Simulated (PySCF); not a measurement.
System: C6H7F3S (SMILES FC(F)(F)[C@]12C[C@](S)(C1)C2).

Input file:

```
{"job": {"kind": "nmr", "xc": "PBE0", "basis": "pcSseg-1"}, "charge": 0, "multiplicity": 1}
F     -2.890063    -0.068576    -0.075763
C     -1.881058    -0.883533     0.269170
F     -1.970924    -1.964801    -0.522550
F     -2.133136    -1.301004     1.519490
C     -0.544564    -0.210495     0.155160
C     -0.076186     1.047391     0.909483
C      1.097542     0.614248     0.012816
S      2.687844     1.438760    -0.105073
C      0.071031     0.392736    -1.119787
C      0.826396    -0.837843     0.463890
H     -0.568870     1.981887     0.655161
H      0.064175     0.950750     1.982738
H      3.181685     0.587017    -1.001561
H      0.348479    -0.305129    -1.906023
H     -0.413072     1.277319    -1.524743
H      1.031596    -1.076091     1.504033
H      1.162127    -1.630607    -0.200096
```

Command:

```sh
OMP_NUM_THREADS=1 python probes_run.py task.json out
```

Geometry: GFN2-xTB.

Method: PBE0/pcSseg-1, SCF density, gas phase, non-relativistic (PySCF).

### What can the converged electron density and electron localisation function tell about the bonding?

C–F (1.34 Å): the density is about 2.4 e/Å³ at the midpoint; the ELF peaks at about 0.85 between the atoms; a polar covalent bond.
C–C (1.50 Å): ρ at the midpoint is about 1.8 e/Å³; the ELF peaks at about 1 between the atoms (a covalent bond).
C–S (1.80 Å): ρ is about 1.3 e/Å³ halfway; the ELF peaks at about 0.95 between the atoms; localised, covalent bonding.
C–C (1.54 Å): ρ is about 1.6 e/Å³ halfway; the ELF peaks at about 0.90 between the atoms (a covalent bond).

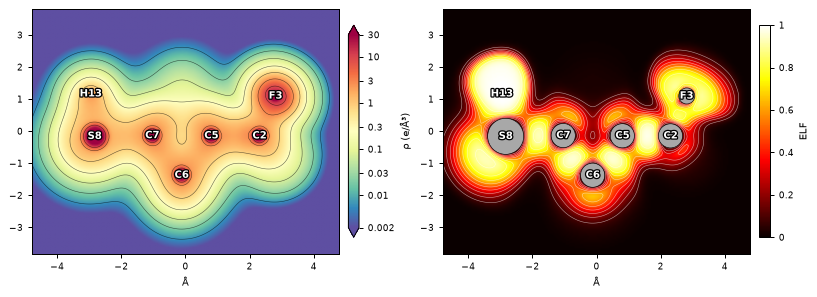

Computed electron density and electron localisation function on the plane of atoms C5, C6 and C7, in this order. Grey discs cover the atomic cores in the ELF map. 
